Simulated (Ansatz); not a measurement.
C2H8BNS: several calculations on one system

## 1. Relaxation

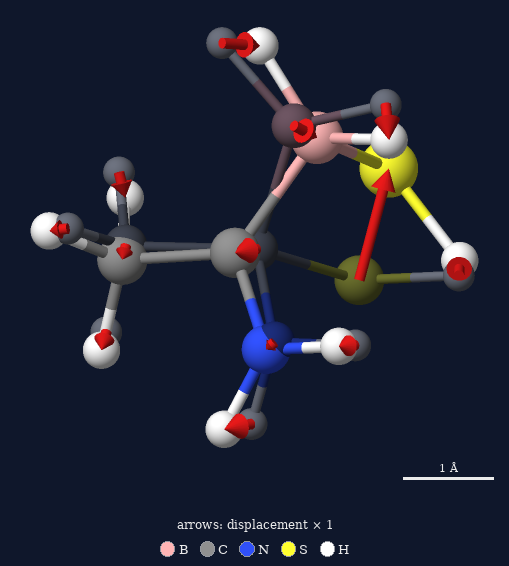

This is a relaxation of C₂H₈BNS. The starting structure is drawn faded, the final one solid; red arrows show the displacements, at their true length. The two geometries are superimposed by the best rigid fit.

A ball-and-stick model, seen at a tilt.

The run prepares an end point of a later path (torsion) calculation, from a guessed geometry.

Theory: Ansatz, RKS r2SCANh-D4/def2-SVP. Settings: no spin polarisation; force threshold 0.015 eV/Å; at most 40 steps.

### What happened in the run?

The energy falls by 33.0 kcal/mol in 18 accepted moves (19 points after the start). The largest force component goes from 3.2 to 0.0058 eV/Å. The line search rejected the trial step at point 11 of the run. The largest move after the best rigid fit is that of the S atom, 1.29 Å. Largest moves by element: S 1.29 Å, H 0.59 Å, B 0.42 Å, C 0.41 Å, N 0.13 Å. Among the contacts that change: B–S 2.796 → 1.953 Å, C–S 1.845 → 2.597 Å, N–S 2.687 → 3.404 Å, C–S 2.776 → 3.284 Å. New bonds form: B–S (2.80 → 1.95 Å). Bonds break: C–S (1.85 → 2.60 Å). Bond angles that change, for instance: C–N–H 108.4° → 123.1°, B–C–N 107.0° → 120.1°, C–B–H 125.1° → 112.8°. The run took 80 s on 2 threads of Intel(R) Xeon(R) 6975P-C (Granite Rapids), on a shared host, peak memory 0.32 GiB.

## 2. Relaxation

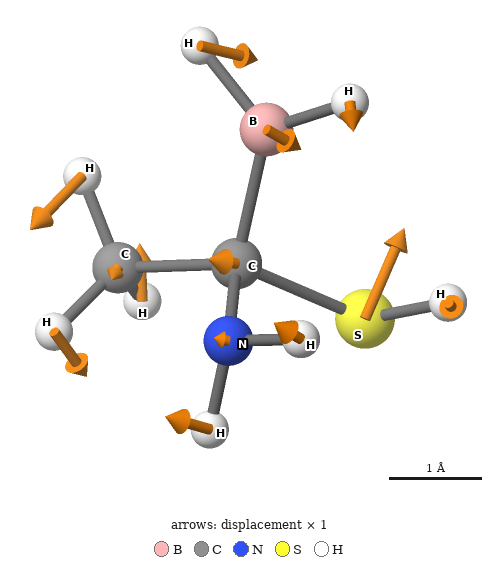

This is a relaxation of C$_{2}$H$_{8}$BNS. The starting structure is drawn; orange arrows show the displacements, at their true length. The two geometries are superimposed by the best rigid fit.

A ball-and-stick model, seen at a tilt.

The run prepares an end point of a later path (torsion) calculation, from a guessed geometry.

Theory: Ansatz, RKS r2SCANh-D4/def2-SVP. Settings: no spin polarisation; force threshold 0.015 eV/Å; at most 40 steps.

Describe the change and its energy.

Answer. Over 22 accepted moves (26 points after the start) the energy falls by 1.617 eV. The largest force component goes from 3.1 to 0.012 eV/Å. The line search rejected the trial steps at points 10, 16, 17, 21 of the run. The largest move after the best rigid fit is that of the S atom, 1.10 Å. By element the largest moves are S 1.10 Å, H 0.97 Å, B 0.54 Å, C 0.41 Å, N 0.17 Å. Some distances before and after: B–S 2.796 → 1.952 Å, C–S 1.845 → 2.602 Å, N–S 2.687 → 3.408 Å, C–S 2.776 → 3.290 Å. New bonds form: B–S (2.80 → 1.95 Å). Bonds break: C–S (1.85 → 2.60 Å). Bond angles that change, for instance: C–N–H 108.4° → 123.2°, B–C–N 107.0° → 120.0°, C–B–H 125.1° → 112.7°.

## 3. Path

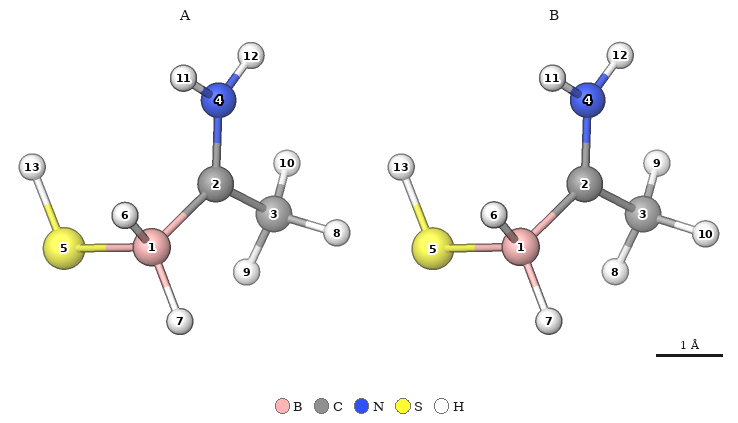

The two relaxed end points of a path for C2H8BNS. Style: ball-and-stick. Shown at a tilt.

Theory: RKS r2SCANh-D4/def2-SVP (Ansatz 0.2.0).

The input:
```yaml
crystal:
  periodic: [false, false, false]
  atoms:
    - { symbol: B, position_ang: [0.547866, 1.069956, 0.76295] }
    - { symbol: C, position_ang: [-0.175762, -0.214171, 0.186718] }
    - { symbol: C, position_ang: [-1.402868, -0.153564, -0.65338] }
    - { symbol: "N", position_ang: [0.311338, -1.412449, 0.431319] }
    - { symbol: S, position_ang: [1.418772, 1.504071, -0.930075] }
    - { symbol: H, position_ang: [1.335745, 0.807871, 1.658763] }
    - { symbol: H, position_ang: [-0.229808, 1.979216, 0.985646] }
    - { symbol: H, position_ang: [-2.268715, -0.207696, 0.027864] }
    - { symbol: H, position_ang: [-1.456339, 0.801938, -1.18363] }
    - { symbol: H, position_ang: [-1.483791, -0.980575, -1.375408] }
    - { symbol: H, position_ang: [1.103178, -1.500786, 1.059858] }
    - { symbol: H, position_ang: [-0.025157, -2.252264, -0.029282] }
    - { symbol: H, position_ang: [2.346041, 0.523851, -0.926544] }
basis:
  gaussian: { orbitals: def2-SVP }
hamiltonian:
  xc: r2scanh
  dispersion: d4
neb:
  order_check: false
  images: 5
  f_tol: 0.05
  max_iterations: 60
  initial_path: idpp
  final_atoms:
    - { symbol: B, position_ang: [0.49922419, 1.01448281, 0.8640364] }
    - { symbol: C, position_ang: [-0.16407745, -0.24149458, 0.16456866] }
    - { symbol: C, position_ang: [-1.39949576, -0.16040433, -0.66129986] }
    - { symbol: "N", position_ang: [0.38631829, -1.43062049, 0.28657499] }
    - { symbol: S, position_ang: [1.33532441, 1.6656603, -0.77540682] }
    - { symbol: H, position_ang: [1.30537399, 0.70226273, 1.72715322] }
    - { symbol: H, position_ang: [-0.32235984, 1.85445091, 1.18125134] }
    - { symbol: H, position_ang: [-1.49792775, 0.83574823, -1.10339088] }
    - { symbol: H, position_ang: [-1.45015704, -0.92255205, -1.45421254] }
    - { symbol: H, position_ang: [-2.25672627, -0.31182726, 0.0162202] }
    - { symbol: H, position_ang: [1.1865403, -1.539114, 0.90138862] }
    - { symbol: H, position_ang: [0.08995328, -2.23821391, -0.25268612] }
    - { symbol: H, position_ang: [2.30850965, 0.73701962, -0.8793982] }
```

Launched with:
```bash
ansatz run input.yaml --threads 2 --pin off --max-ram 3072MiB --backend cpu --events-out ev --progress --plain --runs-dir out
```

What barrier does the band find between them, and by what path?

The two ends have the same energy, and the highest point, image 3, lies 4.79 kJ/mol above the start. The motion is a rotation about the C2–C3 bond by about 120°. No bond forms or breaks between the ends. Among the angles between lasting bonds that change up to the highest image: C2–B1–S5 93.9° → 98.4°, C2–C3–H8 107.3° → 110.2°. The band converged in 8 iterations. The largest component of the band force went from 0.67 to 0.038 eV/Å. The climbing image converged on the top of the path. Its vibrational analysis gives one imaginary mode (149i cm⁻¹), as a transition state must have.

Energies of the converged images:

```
image  path (Å)  E (kJ/mol)
    0      0.00        0.00
    1      0.67        0.96
    2      1.34        3.15
    3      2.00        4.79
    4      2.57        3.36
    5      3.13        0.91
    6      3.69        0.00
```

The geometry at the top of the path:

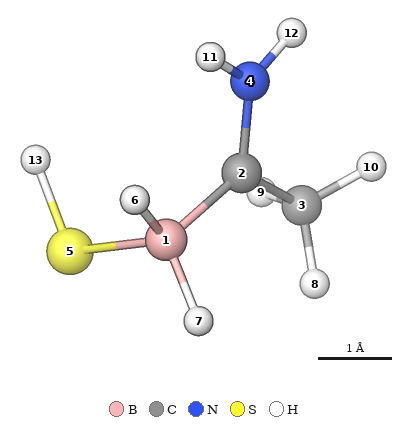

The run took 110 s on 2 threads of Intel(R) Xeon(R) 6975P-C (Granite Rapids), with other jobs on the host, peak memory 0.32 GiB.
